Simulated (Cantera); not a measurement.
Feed: 1 mol Si2H6, 0.14 mol O3, at 630 Pa.

These are equilibrium values from Cantera (NASA tables, ideal gas, pure condensed phases), not measurements of a reactor. Candidate condensed phases: H2O, Si, SiO2; 18 gas species. The feed counts by its element totals alone. Mutual solubility and eutectic melting of coexisting phases are not modelled. The tables hold silica as quartz up to 1696 K and as liquid above; real silica turns to tridymite and cristobalite and melts near 1996 K. Equilibrium is a limit: real reactors are often held back by kinetics, nucleation or transport.

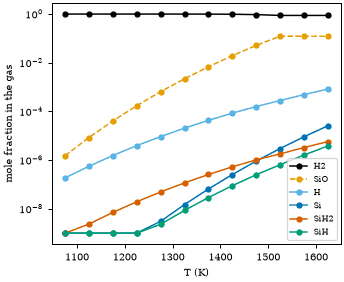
*Equilibrium gas composition (values under 1e-9 drawn at 1e-9)*

From 1075 K to 1475 K the condensed part is Si(s) + SiO2(β-quartz). From 1525 K to 1625 K the condensed part is Si(s). The main Si-bearing gas is SiO throughout.
